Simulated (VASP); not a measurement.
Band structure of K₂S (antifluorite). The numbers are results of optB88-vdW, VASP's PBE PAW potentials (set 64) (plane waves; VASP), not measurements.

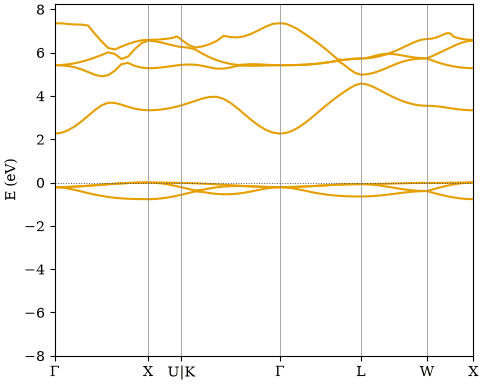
Figure. Bands along high-symmetry lines, zero at the valence-band maximum or, without a gap, the Fermi level

**Question.** Read the plot: is there a gap, and where are the band edges?

**Answer.** The gap is indirect, 2.26 eV, from the valence maximum at X to the conduction minimum at Γ. (Edges off the drawn lines would not show.)

The compound is K2S in the antifluorite structure. It was relaxed first.
